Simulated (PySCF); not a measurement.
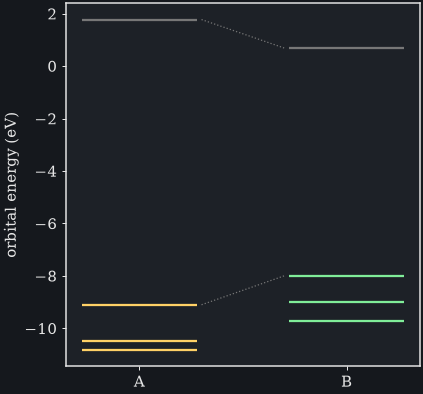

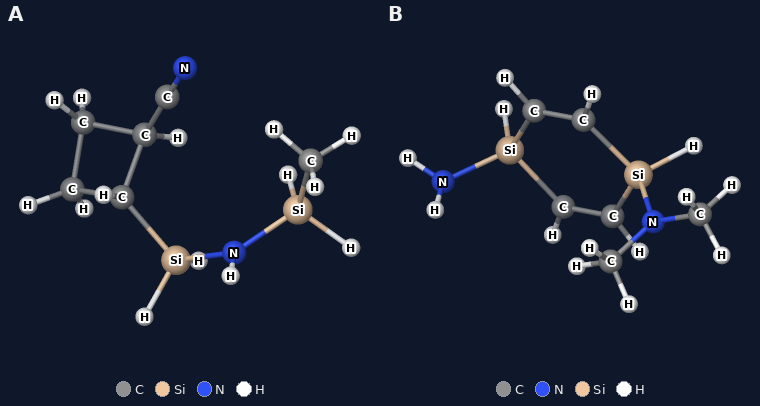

Related molecules: A is C₆H₁₄N₂Si₂, SMILES C[SiH2]N[SiH2][C@@H]1CC[C@H]1C#N; B is C₆H₁₄N₂Si₂, SMILES CN(C)[Si@H]1C=C[Si@@H](N)C=C1. Frontier orbital energies, ωB97X-D/def2-SVPD with PySCF 2.14.0, at a PBE0-D3(BJ)/def2-SVP geometry (no frequency check); drawn are at most three filled levels and, in grey, the LUMO with any level within 0.03 eV of it; dotted lines join the HOMOs and the LUMOs.

What does the change do to the frontier levels?

From A to B the HOMO rises by 1.11 eV and the LUMO falls by 1.09 eV, so the separation goes from 10.88 to 8.68 eV.

Does the ΔSCF ionisation energy follow the HOMO?

A: −ε(HOMO) 9.10, ΔSCF 9.10 eV; B: −ε(HOMO) 8.00, ΔSCF 7.94 eV.

Caveats, for all or some of the runs: empty levels above zero depend strongly on the basis; one conformer of a flexible molecule.
